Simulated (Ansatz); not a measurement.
Consider H$_{3}$S$_{2}$Si$_{2}$ (SMILES [SiH-]1S[SiH2]S1) (charge −1).

```yaml
atoms:
  - { symbol: S, position_ang: [0.2821, -0.2913, -2.0682] }
  - { symbol: S, position_ang: [-1.9933, 0.4411, 0.2527] }
  - { symbol: Si, position_ang: [-0.9662, -1.5590, -0.5005] }
  - { symbol: Si, position_ang: [-0.1770, 1.1914, -0.5947] }
  - { symbol: H, position_ang: [0.1633, -1.4665, 0.5777] }
  - { symbol: H, position_ang: [-0.3299, 2.5854, -1.1845] }
  - { symbol: H, position_ang: [0.9186, 1.2909, 0.4480] }
```

Geometry: PBE-D3(BJ)/def2-SVPD.

Level of theory: isolated molecule in a Gaussian basis; Kohn-Sham density functional theory, functional PBE0 (Ansatz 0.2.0).

Q: What will maps of the electron density and electron localisation function show?

A: Si–S (2.37 Å): ρ at the midpoint is about 0.54 e/Å³, with its minimum of 0.45 e/Å³ about 0.9 Å from Si; the ELF peaks at about 0.85 between the atoms, as expected for a covalent bond.

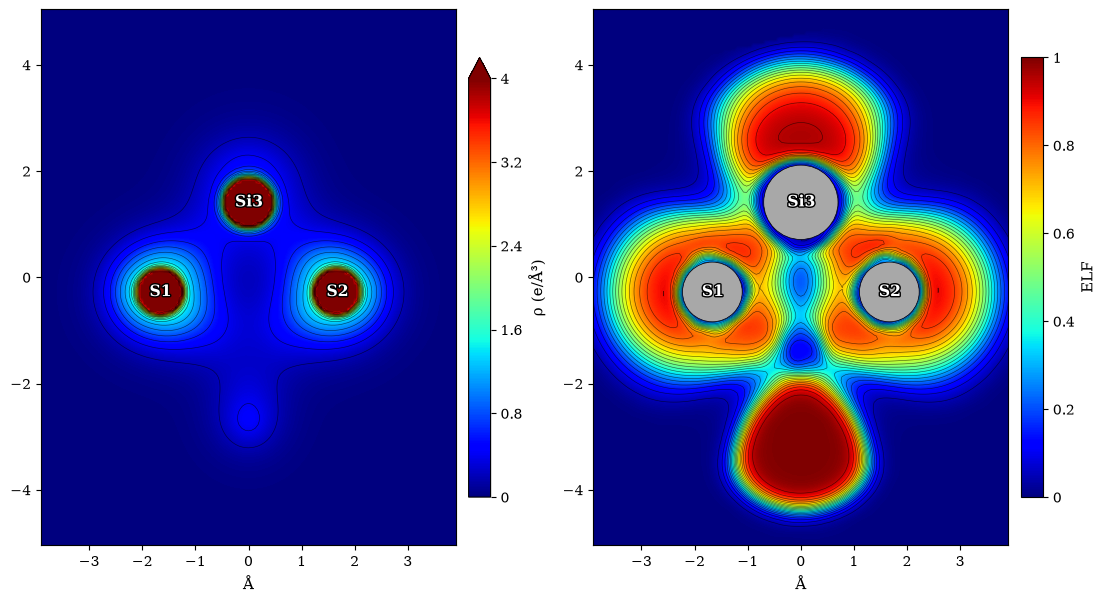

Computed electron density and electron localisation function on the plane of atoms S1, Si3 and S2, in this order. Grey discs cover the atomic cores in the ELF map. 
